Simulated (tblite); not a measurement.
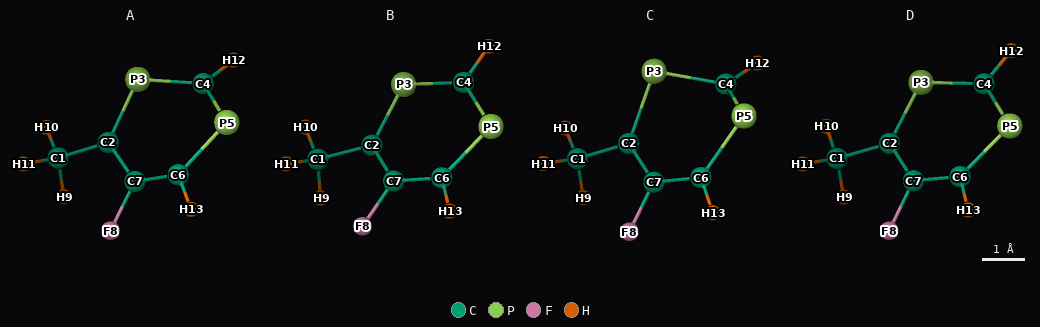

4 geometries from one relaxation of C5H5FP2, in shuffled order. The picture is a ball-and-stick view, seen from a free direction.

Method: GFN2-xTB geometry optimisation, gas phase (tblite 0.8.0). 

Put them in the order of the run, from the start to the converged end.

C, A, D, B. They are steps 0, 4, 11, 45, at +147.4 kJ/mol, +36.9 kJ/mol, +9.31 kJ/mol relative to the last. The largest move after the best rigid fit is that of H12, 0.66 Å. By element the largest moves are H 0.66 Å, P 0.59 Å, F 0.29 Å, C 0.12 Å. Among the contacts that change: C2–P3 1.868 → 1.745 Å, P5–C6 1.835 → 1.731 Å, P3–C4 1.819 → 1.727 Å, C4–P5 1.814 → 1.728 Å. Among the angles between lasting bonds that change: P3–C4–P5 120.1° → 132.3°, C2–P3–C4 97.8° → 103.8°, P5–C4–H12 119.6° → 114.2°. Groups turn about P3–C4 by about 50°, C4–P5 by about 45°, C2–P3 by about 25°. After 45 geometry steps the energy has fallen by 147.4 kJ/mol.
